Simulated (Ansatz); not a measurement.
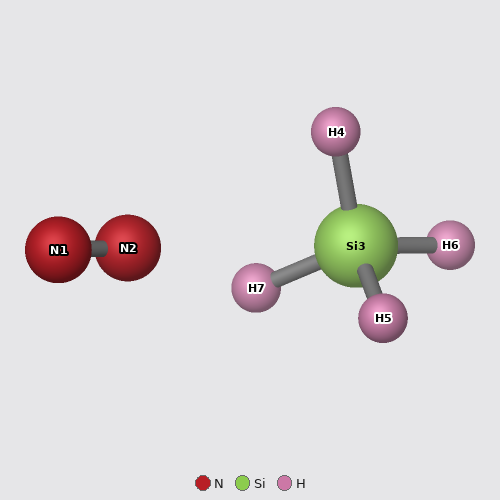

The system is the pair N₂···H₄Si; the picture shows the reference structure. Coordinates scanned: (1) separation of Si3 and N2 along their line in the relaxed pair; (2) sideways slip of N1, N2. Nothing is relaxed (both partners rigid). Grid: 11 × 11 points. Points are written as (first, second). Energies: kJ/mol, counted from the lowest grid point. Theory: Ansatz 0.2.0, RKS PBE0-D4/def2-TZVPD.

Its coordinates:

```yaml
atoms:
  - { symbol: N, position_ang: [0.2160, -0.1251, -3.4995] }
  - { symbol: N, position_ang: [0.1569, -0.0938, -2.4123] }
  - { symbol: Si, position_ang: [-0.0744, 0.0437, 1.1802] }
  - { symbol: H, position_ang: [0.7571, -1.1222, 0.7892] }
  - { symbol: H, position_ang: [0.5518, 1.2927, 0.6788] }
  - { symbol: H, position_ang: [-0.1730, 0.1031, 2.6613] }
  - { symbol: H, position_ang: [-1.4344, -0.0983, 0.6023] }
```

Range: separation of Si3 and N2 along their line in the relaxed pair from 3.026 to 4.426 Å; sideways slip of N1, N2 from −1.5 to 1.5 Å.

Question: What will the energy surface look like?

Answer: The lowest grid point is at (3.557 Å, 0.0 Å). No other kind of well shows on this grid. The highest grid point, (3.026 Å, −1.2 Å), lies 7.82 kJ/mol above the lowest. Round the minimum the two coordinates are nearly uncoupled.

| second ↓, first → | 3.026 | 3.082 | 3.173 | 3.286 | 3.414 | 3.557 | 3.711 | 3.876 | 4.051 | 4.234 | 4.426 |
| --- | --- | --- | --- | --- | --- | --- | --- | --- | --- | --- | --- |
| 1.5 | 3.78 | 3.11 | 2.28 | 1.62 | 1.20 | 1.01 | 1.03 | 1.17 | 1.40 | 1.65 | 1.90 |
| 1.2 | 4.76 | 3.83 | 2.68 | 1.74 | 1.14 | 0.84 | 0.81 | 0.95 | 1.18 | 1.47 | 1.74 |
| 0.9 | 5.26 | 4.15 | 2.79 | 1.68 | 0.97 | 0.62 | 0.57 | 0.72 | 0.98 | 1.30 | 1.61 |
| 0.6 | 5.09 | 3.94 | 2.53 | 1.39 | 0.68 | 0.35 | 0.32 | 0.51 | 0.80 | 1.15 | 1.49 |
| 0.3 | 4.52 | 3.42 | 2.09 | 1.02 | 0.38 | 0.10 | 0.13 | 0.35 | 0.68 | 1.05 | 1.41 |
| 0.0 | 4.17 | 3.12 | 1.85 | 0.84 | 0.24 | 0.00 | 0.05 | 0.29 | 0.63 | 1.02 | 1.39 |
| −0.3 | 4.60 | 3.49 | 2.14 | 1.06 | 0.40 | 0.12 | 0.13 | 0.36 | 0.68 | 1.05 | 1.42 |
| −0.6 | 5.79 | 4.50 | 2.93 | 1.65 | 0.84 | 0.44 | 0.38 | 0.54 | 0.82 | 1.16 | 1.50 |
| −0.9 | 7.13 | 5.66 | 3.86 | 2.38 | 1.40 | 0.87 | 0.71 | 0.79 | 1.02 | 1.31 | 1.61 |
| −1.2 | 7.82 | 6.31 | 4.46 | 2.91 | 1.86 | 1.27 | 1.04 | 1.07 | 1.24 | 1.49 | 1.76 |
| −1.5 | 7.46 | 6.12 | 4.46 | 3.05 | 2.09 | 1.54 | 1.31 | 1.32 | 1.46 | 1.68 | 1.90 |

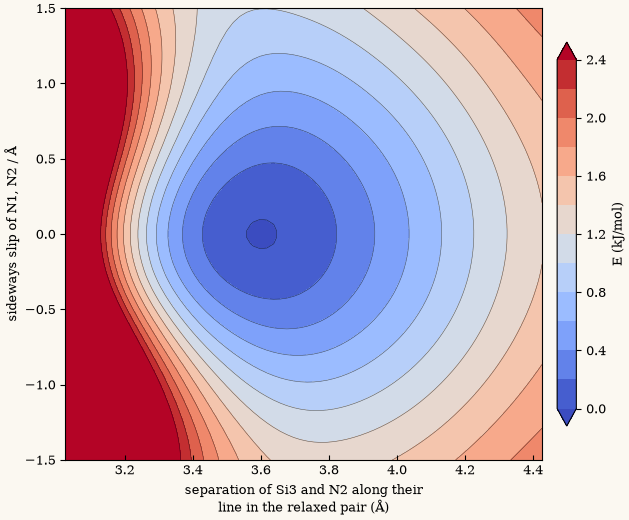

The picture shows filled contours, one colour for all values above the top of the scale. Between grid points the surface is interpolated.

Each point was launched as `ansatz run input.yaml --threads 1 --pin off --max-ram 2560MiB --backend cpu --events-out ev --progress --plain --runs-dir out`. The whole map (121 points run) took 9.8 min on 1 thread of Arm Neoverse V2 (shared host).
